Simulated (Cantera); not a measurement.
Charge: 1 mol CS2, 3.9 mol O2, 5.4 mol H2, equilibrated at 3.50 mbar.

Method: chemical equilibrium by Gibbs-energy minimisation in Cantera with the NASA 1993 tables (ideal gas, pure condensed phases). Candidate condensed phases: C, C6H6, C7H8, C8H18, H2O, H2SO4, S; 123 gas species. The numbers say what is thermodynamically allowed, not how fast it happens.

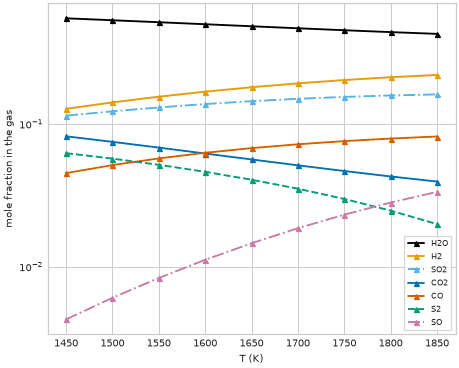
Fig. 1. Equilibrium gas composition (values under 1e-9 drawn at 1e-9)

Problem. Read off the mole fractions at 1750 K.

Solution. H2O about 0.46, H2 about 0.20, SO2 about 0.16, CO about 0.076, CO2 about 0.047, S2 about 0.030, SO about 0.023.
